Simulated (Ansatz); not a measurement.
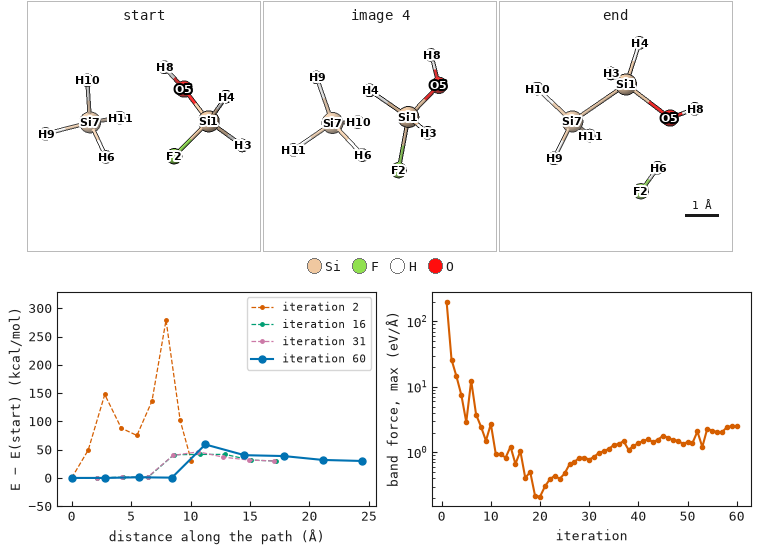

NEB run on Si₂H₇OF, made up at the start of SiH3OF and SiH4. Images are numbered from 0 (start) to 8 (end). The plot follows the band through its iterations. A ball-and-stick model, seen at a tilt.

Method: UKS B3LYP/def2-SVP (Ansatz 0.2.0). Settings: 7 movable images; climbing image; force threshold 0.05 eV/Å; iteration limit 60; starting path through a guess of the saddle point.

Judge this run.

Answer. The result isn't final. The band hadn't converged when the run stopped after 60 iterations. The largest component of the band force went from 200 to 2.5 eV/Å. The barrier read from it is provisional: over the last two iterations the highest image moved from 48.1 kcal/mol to 59.2 kcal/mol. The first iteration put the highest image at 1494.2 kcal/mol. The energy climbs by 59.2 kcal/mol to image 4 and then falls by 29.2 kcal/mol, so the end point sits at +30.0 kcal/mol.

Limits of the set-up: the start holds two separate molecules, 2.6 Å apart at their closest, whose relative position is a soft coordinate and is computed without a dispersion correction.

Cost: 19 min on 4 threads of Arm Neoverse N1 (shared host), peak memory 0.32 GiB.
